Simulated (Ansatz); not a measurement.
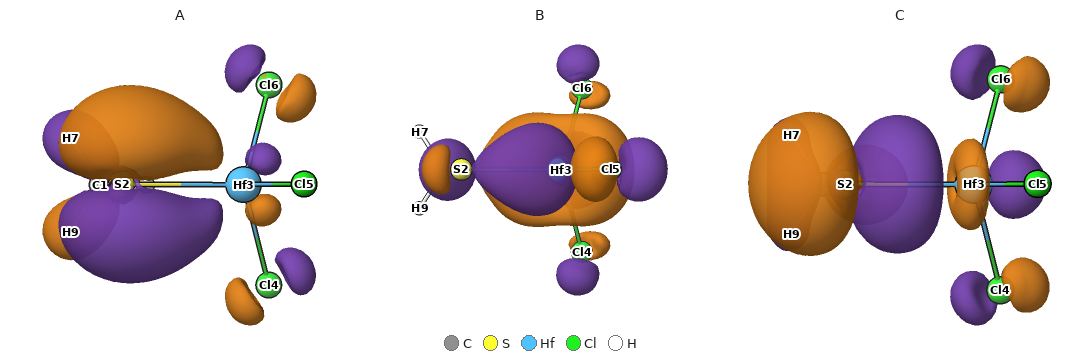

The picture shows: CH3Cl3HfS. Three frontier orbitals at ±0.1 Å⁻³ᐟ² (orange and purple are the two phases), in no order.

Geometry: PBE0-D4/def2-TZVP; core potentials replace the inner electrons of Hf.

The calculation used RKS PBE0-D4/def2-TZVPP in Ansatz 0.2.0.

```xyz
9

C    -0.0444   -1.3421    0.8175
S     1.3691   -0.8151   -0.2162
Hf    0.1911    1.1773   -0.7952
Cl   -1.8084    0.5928   -1.8504
Cl    1.5707    2.3866   -2.2153
Cl   -0.2724    2.3743    1.1557
H     0.2991   -1.4541    1.8443
H    -0.8819   -0.6322    0.8268
H    -0.4229   -2.2874    0.4328
```

> Which picture is the HOMO−1, the HOMO and the LUMO?

C is the HOMO−1 (−8.69 eV). By Hirshfeld shares it lies mainly on S2 (about 60 %), Hf3 (about 15 %) and C1 (about 5 %). A is the HOMO (−7.76 eV). Its weight (Hirshfeld) is mainly on S2 (about 70 %) and Hf3 (about 10 %); largely a lone pair of S2. B is the LUMO (−2.07 eV). By Hirshfeld shares it lies mainly on Hf3 (about 60 %), Cl5 (about 10 %) and S2 (about 10 %).

> What is the HOMO–LUMO gap?

5.69 eV between the orbital energies.
